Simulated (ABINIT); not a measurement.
# Si3N4 (Fd-3m): a self-consistent loop beyond G0W0, cycle by cycle, part 3 of 3

Wanted: G0W0 and self-consistent gaps of Si3N4 (Fd-3m), with the cost of the cycles.

ABINIT 10.8.3; PBE and many-body steps on it, plane waves. Known limits of the many-body steps: not at the basis limit.

So far. Step 10 (evGW, cycle 1): Against G0W0 in ABINIT (4×4×4 mesh, 110 bands, screening to 106.1 eV, Godby-Needs plasmon pole), the gap moves by +0.353 eV. Step 13 (evGW, cycle 2): Against the cycle before, the gap moves by +0.020 eV.

## (14) Screening, 4×4×4 mesh, 110 bands, screening to 106.1 eV

This step: RPA screening on PBE, plane waves, norm-conserving pseudopotentials.

The input, run.abi:

```
acell 3*1.0 Angstrom
rprim 
  -0.000000000000 3.893718000000 3.893718000000
  3.893718000000 0.000000000000 3.893718000000
  3.893718000000 3.893718000000 -0.000000000000
ntypat 2
znucl 14 7
natom 14
typat 1 1 1 1 1 1 2 2 2 2 2 2 2 2
xred 
  0.125000000000 0.125000000000 0.625000000000
  0.125000000000 0.625000000000 0.125000000000
  0.625000000000 0.125000000000 0.125000000000
  0.125000000000 0.125000000000 0.125000000000
  0.750000000000 0.750000000000 0.750000000000
  0.500000000000 0.500000000000 0.500000000000
  0.367563000000 0.367563000000 0.367563000000
  0.352689000000 0.882437000000 0.882437000000
  0.882437000000 0.882437000000 0.352689000000
  0.882437000000 0.352689000000 0.882437000000
  0.367563000000 0.367563000000 0.897311000000
  0.367563000000 0.897311000000 0.367563000000
  0.882437000000 0.882437000000 0.882437000000
  0.897311000000 0.367563000000 0.367563000000
pp_dirpath "pseudos"
pseudos "Si.upf, N.upf"
ecut 36
ngkpt 4 4 4
nshiftk 1
shiftk 0 0 0
kptopt 1
chksymbreak 0
istwfk *1
occopt 1
irdwfk 1
optdriver 3
nband 110
ecuteps 3.9
inclvkb 2
awtr 1
symchi 1
gwcalctyp 10
mbpt_sciss 1.563 eV
nqptdm 1
qptdm 
  0 0 0
indata_prefix "in"
outdata_prefix "out"
tmpdata_prefix "tmp"
```

On the command line:

```sh
OMP_NUM_THREADS=1 mpirun -n 8 abinit run.abi > log
```

Numbers of over 12 decimals in the logs are rounded to 6 here.

Log:

```text
.Version 10.8.3 of ABINIT. v10.8.2 released Aug 2026.

 Symmetries : space group Fd -3 m (#227); Bravais cF (face-center cubic)
[... echo of the input left out ...]
== DATASET  1 ==================================================================
-   mpi_nproc: 8, omp_nthreads: 1 (-1 if OMP is not activated)

--- !DatasetInfo
iteration_state: {dtset: 1, }
dimensions: {natom: 14, nkpt: 8, mband: 110, nsppol: 1, nspinor: 1, nspden: 1, mpw: 8242, }
cutoff_energies: {ecut:  36.0, pawecutdg:  -1.0, }
[...]
[... chi0 elements left out ...]
 For q-point:  0.000010 0.000020 0.000030
  dielectric constant =   4.5304
  dielectric constant without local fields =   4.7937

  Average fulfillment of the sum rule on Im[epsilon] for q-point    1 :     50.06  [%]
[... wings left out ...]
== END DATASET(S) ==============================================================
================================================================================

 -outvars: echo values of variables after computation  --------
           etotal      0.0000000000E+00
            nband         110
             nkpt           8
          spgroup         227
 [... the other variables as echoed above ...]

 Calculation completed.
```

Elapsed: 39 s, on 8 MPI ranks of Intel Xeon Platinum 8488C (Sapphire Rapids), shared host; peak memory 4.7 GiB.

Numbers from this step:

```yaml
eps_infinity_with_local_fields_on_this_mesh_along_the_program_s_q_direction: 4.530
the_same_without_local_fields: 4.794
plasma_frequency: 27.34 eV
plane_waves_in_the_screening_matrix: 283
```

This screening uses the functional's bands under a rigid shift, the mean opening of the cycle before.

## (15) Screening, 4×4×4 mesh, 110 bands, screening to 106.1 eV

This step: RPA screening on PBE from quasiparticle energies, plane waves, norm-conserving pseudopotentials.

Changes to run.abi since step 14:

```diff
@@ -41,7 +41,13 @@
 symchi 1
+irdqps 1
 gwcalctyp 10
-mbpt_sciss 1.563 eV
-nqptdm 1
+nqptdm 7
 qptdm 
-  0 0 0
+  0.2500000000 0.0000000000 0.0000000000
+  0.5000000000 0.0000000000 0.0000000000
+  0.2500000000 0.2500000000 0.0000000000
+  0.5000000000 0.2500000000 0.0000000000
+  -0.2500000000 0.2500000000 0.0000000000
+  0.5000000000 0.5000000000 0.0000000000
+  -0.2500000000 0.5000000000 0.2500000000
 indata_prefix "in"
```

The input, mrgscr.stdin:

```
2
merged
q0_SCR
out_SCR
1
```

On the command line:

```sh
OMP_NUM_THREADS=1 mpirun -n 8 abinit run.abi > log; mrgscr < mrgscr.stdin
```

Log:

```text
.Version 10.8.3 of ABINIT. v10.8.2 released Aug 2026.

 Symmetries : space group Fd -3 m (#227); Bravais cF (face-center cubic)
[... echo of the input left out ...]
== DATASET  1 ==================================================================
-   mpi_nproc: 8, omp_nthreads: 1 (-1 if OMP is not activated)

--- !DatasetInfo
iteration_state: {dtset: 1, }
dimensions: {natom: 14, nkpt: 8, mband: 110, nsppol: 1, nspinor: 1, nspden: 1, mpw: 8242, }
cutoff_energies: {ecut:  36.0, pawecutdg:  -1.0, }
[...]
q-point number  1        q = ( 0.250000, 0.000000, 0.000000) [r.l.u.]
--------------------------------------------------------------------------------
[... chi0 elements left out ...]
  Average fulfillment of the sum rule on Im[epsilon] for q-point    2 :     68.15  [%]

--------------------------------------------------------------------------------
  q-point number  2        q = ( 0.500000, 0.000000, 0.000000) [r.l.u.]
--------------------------------------------------------------------------------
[... chi0 elements left out ...]
  Average fulfillment of the sum rule on Im[epsilon] for q-point    3 :     59.39  [%]

 [... 5 further q-points ...]
```

The job ended after 76 s (8 MPI ranks; peak memory 3.9 GiB).

This step gave:

| Item | Value |
| --- | --- |
| plasma frequency | 27.34 eV |
| plane waves in the screening matrix | 283 |

This screening reads the quasiparticle levels of the cycle before.

## (16) evGW, cycle 3

This step: evGW on PBE, plane waves, norm-conserving pseudopotentials.

Changes to run.abi since step 15:

```diff
@@ -35,12 +35,10 @@
 irdwfk 1
-optdriver 3
+optdriver 4
 nband 110
-ecuteps 3.9
-inclvkb 2
-awtr 1
-symchi 1
-irdqps 1
 gwcalctyp 10
-nqptdm 7
-qptdm 
+ecutsigx 36
+symsigma 1
+nkptgw 8
+kptgw 
+  0.0000000000 0.0000000000 0.0000000000
   0.2500000000 0.0000000000 0.0000000000
@@ -52,2 +50,15 @@
   -0.2500000000 0.5000000000 0.2500000000
+bdgw 
+  9 46
+  9 46
+  9 46
+  9 46
+  9 46
+  9 46
+  9 46
+  9 46
+ecuteps 3.9
+irdscr 1
+ppmodel 1
+irdqps 1
 indata_prefix "in"
```

On the command line:

```sh
OMP_NUM_THREADS=1 mpirun -n 8 abinit run.abi > log
```

Log:

```text
.Version 10.8.3 of ABINIT. v10.8.2 released Aug 2026.

 Symmetries : space group Fd -3 m (#227); Bravais cF (face-center cubic)
[... echo of the input left out ...]
== DATASET  1 ==================================================================
-   mpi_nproc: 8, omp_nthreads: 1 (-1 if OMP is not activated)

--- !DatasetInfo
iteration_state: {dtset: 1, }
dimensions: {natom: 14, nkpt: 8, mband: 110, nsppol: 1, nspinor: 1, nspden: 1, mpw: 8242, }
cutoff_energies: {ecut:  36.0, pawecutdg:  -1.0, }
[...]
.  kptgw no:  3; Maximum DeltaE = (   0.001   0.000) for band index:  1
[...]
.  kptgw no:  7; Maximum DeltaE = (   0.001  -0.000) for band index:  2
.  kptgw no:  8; Maximum DeltaE = (   0.001  -0.000) for band index: 35

== END DATASET(S) ==============================================================
================================================================================

 -outvars: echo values of variables after computation  --------
           etotal      0.0000000000E+00
            nband         110
             nkpt           8
          spgroup         227
 [... the other variables as echoed above ...]

 Calculation completed.
```

It took 6.7 min on 8 MPI ranks; peak memory 12 GiB.

This step gave:

* quasiparticle gap on the mesh: 4.713 eV
* gap of the density functional on the mesh: 3.398 eV
* k of the valence top: -0.25, 0.25, 0
* k of the conduction bottom: 0, 0, 0
* least direct quasiparticle gap on the computed points: 4.76 eV

Against the cycle before, the gap moves by +0.001 eV.

## (17) The runs together

Times are wall times on 8 MPI ranks of Intel Xeon Platinum 8488C (Sapphire Rapids), shared host, good to a factor of about two. A run's time includes the screening step that it read.

| run | mesh | bands | screening cutoff (eV) | DFT gap (eV) | gap on the mesh (eV) | direct (eV) | ε∞ used | time |
| --- | --- | --- | --- | --- | --- | --- | --- | --- |
| G0W0 | 4×4×4 | 110 | 106.1 | 3.398 | 4.339 | 4.384 | 5.06 | 2.5 min |
| evGW0, cycle 1 | 4×4×4 | 110 | 106.1 | 3.398 | 4.506 | 4.560 | 5.06 | 10 min |
| evGW0, cycle 2 | 4×4×4 | 110 | 106.1 | 3.398 | 4.492 | 4.540 | 5.06 | 9.5 min |
| evGW0, cycle 3 | 4×4×4 | 110 | 106.1 | 3.398 | 4.483 | 4.531 | 5.06 | 9.5 min |
| evGW, cycle 1 | 4×4×4 | 110 | 106.1 | 3.398 | 4.692 | 4.740 | 4.60 | 8.8 min |
| evGW, cycle 2 | 4×4×4 | 110 | 106.1 | 3.398 | 4.712 | 4.760 | 4.54 | 8.8 min |
| evGW, cycle 3 | 4×4×4 | 110 | 106.1 | 3.398 | 4.713 | 4.760 | 4.53 | 8.7 min |

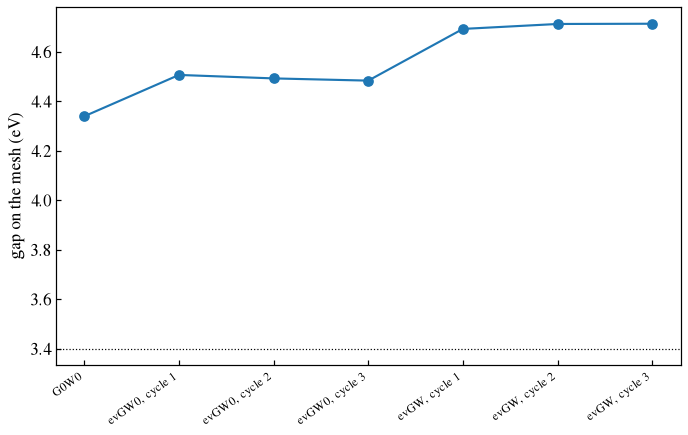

The gap through the cycles; the dotted line is the starting gap.

## (18) Results

```json
{
 "G0W0": "4.339 eV",
 "evGW0, cycle 1": "4.506 eV",
 "evGW0, cycle 2": "4.492 eV",
 "evGW0, cycle 3": "4.483 eV",
 "evGW, cycle 1": "4.692 eV",
 "evGW, cycle 2": "4.712 eV",
 "evGW, cycle 3": "4.713 eV",
 "known limits": "not at the basis limit"
}
```

**Reading.** Only the bands that the input lists are updated; the others, empty or deep, keep the functional's energies or take a rigid shift. The evGW loop starts from the last levels of evGW0, so its cycles and time come on top of those. evGW0 ends at 4.48 eV, +0.14 eV from G0W0, after 3 cycles that took 22 min beside the first screening; the last moved the gap by 0.009 eV. evGW ends at 4.71 eV, +0.37 eV from G0W0, after 3 cycles that took 26 min beside the first screening; the last moved the gap by 0.001 eV. Against experiment, by evGW, cycle 3: the gap of 4.71 eV lies +0.41 eV from the measured 4.3 ± 0.25 eV (electronic, quoted 2016). These are gaps on the mesh, at modest bands and cutoff. The calculation has static nuclei and no excitons; a measured gap holds zero-point and thermal motion, which mostly lowers it. Bands and cutoff are finite, so the gap is not at the basis limit. The miss can reach some tenths of an eV and take either sign; the mesh is an error of its own. In the updated screening the q = 0 part is built from Kohn-Sham bands under a rigid shift, the other q from the quasiparticle levels.

[Paths, hosts, dates, memory and timing lines, banners, echoed tables and standing remarks are left out of the program output.]

[Logs are printed without paths, hosts, clocks, repeated set-up lines and the standing remarks that a program may print on its own settings, such as how far it seeks lower states.]

[Runs of the session that timed out or met a known fault of the program may be left out.]

[Hosts, paths, dates, database ids (printed as entryN), source tags and the programs' standing remarks are cut or masked in the printed files.]

[G0W0 gaps are taken among the corrected bands and points alone; a level outside them can change the order at an edge.]

[Where Ansatz stands beside ABINIT at settings called matched, ABINIT's density can come from a denser mesh and the files from another edition; pairs whose starting gaps differed by over 0.03 eV were left out, so agreement reads better than it is.]
